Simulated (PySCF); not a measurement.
**SiClF2 (SMILES F[Si](F)Cl) at UM06-2X/STO-6G**

What is the vertical ionisation energy of SiClF2 at UM06-2X/STO-6G? Input form: a Python script.

The calculation is run with PySCF 2.14.0.

9 further runs of the same task are left out: 1 that didn't finish, 8 set aside as unsound or not needed.

### Step 1. The structure to begin with

The species is SiClF2 (4 atoms), meant as a doublet with charge 0. SMILES: `F[Si](F)Cl`. The shape is that of a PBE0-D4/def2-TZVP optimisation.

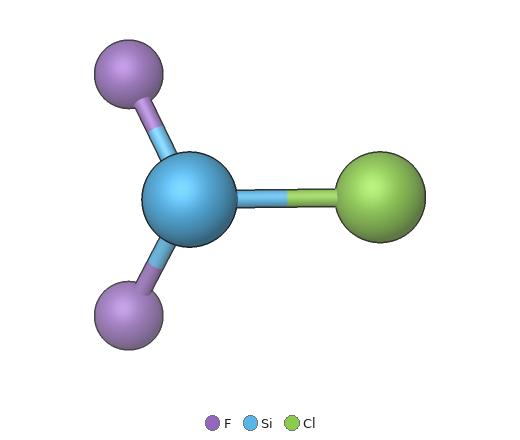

The structure, seen from a chosen angle (fluorine purple, silicon blue, chlorine green).

### Step 2. A single-point energy at UM06-2X/STO-6G

The input, input.py:

```python
from pyscf import gto, dft

system = gto.Mole()
system.atom = '''
F        1.308200       0.129000       0.798000
Si       0.221200      -0.316500      -0.265700
F       -0.871800      -1.157400       0.514900
Cl      -0.657600       1.344900      -1.047300
'''
system.max_memory = 1860
system.spin = 1
system.verbose = 4
system.basis = 'sto-6g'
system.charge = 0
system.build()

mf = dft.UKS(system, xc='m06-2x')
mf.grids.level = 5
mf.conv_tol = 1e-10
mf.kernel()
if not mf.converged:
    mf = mf.newton().run(mf.mo_coeff, mf.mo_occ)

e_final = mf.e_tot
print('Final energy', e_final)
```

Started as:

```bash
$ OMP_NUM_THREADS=1 python input.py
```

The log of the run:

```text
PySCF version 2.14.0

[INPUT] num. atoms = 4
[INPUT] num. electrons = 49
[INPUT] charge = 0
[INPUT] spin (= nelec alpha-beta = 2S) = 1
[INPUT] symmetry False subgroup None
[INPUT] Mole.unit = angstrom
[INPUT] Symbol           X                Y                Z      unit          X                Y                Z       unit  Magmom
[INPUT]  1 F      1.308200000000   0.129000000000   0.798000000000 AA    2.472139716156   0.243774670069   1.508001447403 Bohr   0.0
[INPUT]  2 Si     0.221200000000  -0.316500000000  -0.265700000000 AA    0.418007418754  -0.598098318425  -0.502100231297 Bohr   0.0
[INPUT]  3 F     -0.871800000000  -1.157400000000   0.514900000000 AA   -1.647463235396  -2.187169016572   0.973019981539 Bohr   0.0
[INPUT]  4 Cl    -0.657600000000   1.344900000000  -1.047300000000 AA   -1.242683899514   2.541492664928  -1.979110170257 Bohr   0.0

nuclear repulsion = 217.599300010855
number of shells = 16
number of NR pGTOs = 168
number of NR cGTOs = 28
basis = sto-6g
ecp = {}

******** <class 'pyscf.dft.uks.UKS'> ********
method = UKS
initial guess = minao
damping factor = 0
level_shift factor = 0
DIIS = <class 'pyscf.scf.diis.CDIIS'>
diis_start_cycle = 1
diis_space = 8
diis_damp = 0
SCF conv_tol = 1e-10
SCF conv_tol_grad = None
SCF max_cycles = 50
direct_scf = True
direct_scf_tol = 1e-13
number electrons alpha = 25  beta = 24
XC library pyscf.dft.libxc version 7.0.0
    S. Lehtola, C. Steigemann, M. J.T. Oliveira, and M. A.L. Marques.,  SoftwareX 7, 1–5 (2018)
XC functionals = m06-2x
    Y. Zhao and D. G. Truhlar.,  Theor. Chem. Acc. 120, 215 (2008)
    Y. Zhao and D. G. Truhlar.,  Theor. Chem. Acc. 120, 215 (2008)
radial grids:
    Treutler-Ahlrichs [JCP 102, 346 (1995); DOI:10.1063/1.469408] (M4) radial grids

becke partition: Becke, JCP 88, 2547 (1988); DOI:10.1063/1.454033
pruning grids: <function nwchem_prune>
grids dens level: 5
symmetrized grids: False
atomic radii adjust function: <function treutler_atomic_radii_adjust>
small_rho_cutoff = 0
Set gradient conv threshold to 1e-05
tot grids = 174360
init E= -945.654380352133
[... the frontier-level lines of each cycle are left out ...]

cycle= 1 E= -945.481262693325  delta_E= 0.173  |g|= 0.376  |ddm|= 1.91
cycle= 2 E= -945.557846841687  delta_E= -0.0766  |g|= 0.308  |ddm|=  1.2
cycle= 3 E= -945.625482114427  delta_E= -0.0676  |g|= 0.0213  |ddm|= 0.49
cycle= 4 E= -945.626102893469  delta_E= -0.000621  |g|= 0.00595  |ddm|= 0.0661
cycle= 5 E= -945.626180922563  delta_E= -7.8e-05  |g|= 0.000905  |ddm|= 0.0315
cycle= 6 E= -945.626183104753  delta_E= -2.18e-06  |g|= 0.000232  |ddm|= 0.00485
cycle= 7 E= -945.6261832587  delta_E= -1.54e-07  |g|= 5.44e-05  |ddm|= 0.00123
cycle= 8 E= -945.626183267249  delta_E= -8.55e-09  |g|= 2.03e-05  |ddm|= 0.000305
cycle= 9 E= -945.626183267765  delta_E= -5.15e-10  |g|= 7.98e-06  |ddm|= 5.25e-05
cycle= 10 E= -945.626183267897  delta_E= -1.33e-10  |g|= 1.45e-06  |ddm|= 3.26e-05
cycle= 11 E= -945.626183267903  delta_E= -5.91e-12  |g|= 2.55e-07  |ddm|= 8.37e-06
Extra cycle  E= -945.626183267904  delta_E= -6.82e-13  |g|= 1.09e-07  |ddm|= 9.69e-07
converged SCF energy = -945.626183267904  <S^2> = 0.75252528  2S+1 = 2.0025237
Final energy -945.6261832679039
```

Run time: 13 s. Hardware: 1 thread of Arm Neoverse V1, shared host; peak memory 0.25 GiB.

### Step 3. The singlet cation

The input, mol.xyz:

```xyz
4

F      1.308200     0.129000     0.798000
Si     0.221200    -0.316500    -0.265700
F     -0.871800    -1.157400     0.514900
Cl    -0.657600     1.344900    -1.047300
```

The input, calc.py:

```python
from pyscf import gto, dft

molecule = gto.M(
    atom='mol.xyz',
    basis='sto-6g',
    verbose=3,
    max_memory=1860,
    charge=1,
)

mf = dft.RKS(molecule)
mf.xc = 'm06-2x'
mf.grids.level = 5
mf.conv_tol = 1e-10
mf.kernel()
if not mf.converged:
    mf = mf.newton().run(mf.mo_coeff, mf.mo_occ)

etot = mf.e_tot
print('Final energy', etot)
```

Started as:

```bash
$ OMP_NUM_THREADS=1 python calc.py
```

The log of the run:

```text
converged SCF energy = -945.358690200359
Final energy -945.3586902003591
```

Wall time 7.8 s (1 thread of Arm Neoverse V1, shared host); peak memory 0.24 GiB.

### Step 4. Results

At UM06-2X/STO-6G:

| quantity | value |
| --- | --- |
| doublet SiClF2: total energy | -945.62618 Eh |
| doublet SiClF2: dipole moment | 2.56 D |
| doublet SiClF2: HOMO energy (highest over α and β) | -5.15 eV |
| doublet SiClF2: LUMO energy (lowest over α and β) | 0.72 eV |
| doublet SiClF2: ⟨S²⟩ | 0.753 |
| singlet cation: total energy | -945.35869 Eh |
| singlet cation: HOMO energy | -16.24 eV |
| singlet cation: LUMO energy | -9.42 eV |
| singlet cation: HOMO–LUMO gap | 6.82 eV |
| vertical ionisation energy (to the singlet cation) | 7.279 eV |

In words: The vertical ionisation energy comes to 7.28 eV (702 kJ/mol). Only the singlet of the ionised species was computed; a triplet could lie lower. In a minimal basis such a difference can be off by several eV, whatever the method. Mulliken charges (doublet SiClF2) run from -0.38 on Cl4 to +0.85 on Si2; they depend strongly on the basis.
